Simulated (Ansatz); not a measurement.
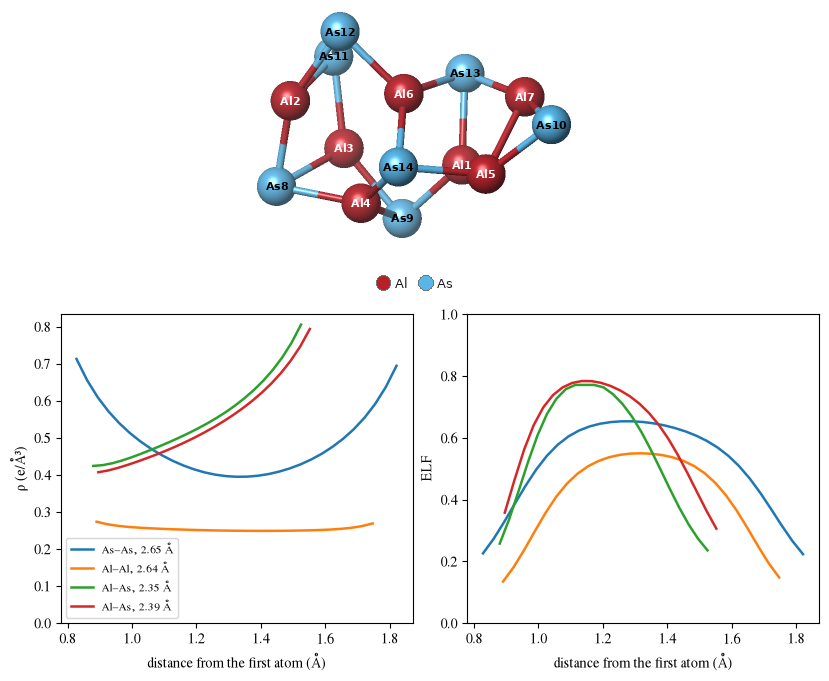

The picture shows: Al₇As₇. Total electron density and ELF along straight lines between neighbouring atoms. The curves leave out the atomic cores. The structure is drawn too.

Geometry: PBE-D4/def2-SVP.

Level of theory: RKS PBE0-D4/def2-TZVP (Ansatz).

The calculation's input:

```
crystal:
  periodic: [false, false, false]
  atoms:
    - {symbol: Al, position_ang: [0.778956, -1.883590, 0.015755]}
    - {symbol: Al, position_ang: [-1.900454, 2.170292, -1.266513]}
    - {symbol: Al, position_ang: [-1.397531, -0.378275, -2.105372]}
    - {symbol: Al, position_ang: [-2.089492, -0.718465, 0.473606]}
    - {symbol: Al, position_ang: [0.957450, -1.260027, 2.581721]}
    - {symbol: Al, position_ang: [0.597704, 1.006220, 0.243663]}
    - {symbol: Al, position_ang: [3.146133, -0.827468, 1.174960]}
    - {symbol: As, position_ang: [-3.568361, 0.462003, -1.086980]}
    - {symbol: As, position_ang: [-1.299758, -2.586744, -1.018879]}
    - {symbol: As, position_ang: [3.107142, -0.812643, 3.520556]}
    - {symbol: As, position_ang: [-0.108413, 1.600230, -2.940795]}
    - {symbol: As, position_ang: [0.249342, 3.140159, -0.815039]}
    - {symbol: As, position_ang: [2.366851, -0.270580, -1.034785]}
    - {symbol: As, position_ang: [-0.839579, 0.358868, 2.258092]}
basis:
  gaussian: {orbitals: def2-TZVP, fitting: {mean_field: def2-universal-jkfit}, initial_orbitals: start.molden}
hamiltonian: {xc: pbe0, dispersion: d4}
scf: {omitted_lower_state_checks: [starts]}
output: {orbitals: {seedname: orbitals}}
```

Launched as:

```sh
ansatz run in.yaml --threads 2 --pin off --events-out ev --progress --plain --max-ram 32768MiB --backend cuda --devices 0, --max-vram 18GiB
```

**Compare the contacts.**

As–As (2.65 Å): the density is about 0.39 e/Å³ at the midpoint; the ELF peaks at about 0.65 between the atoms.
Al–Al (2.64 Å): ρ is about 0.25 e/Å³ halfway; the ELF reaches about 0.55 near the midpoint.
Al–As (2.35 Å): ρ at the midpoint is about 0.51 e/Å³; the ELF peaks at about 0.75 in the valence shell of As, 1.2 Å from its nucleus, and is about 0.75 at the midpoint.
Al–As (2.39 Å): the density is about 0.5 e/Å³ at the midpoint; the ELF peaks at about 0.80 in the valence shell of As, 1.3 Å from its nucleus, and is about 0.80 at the midpoint.
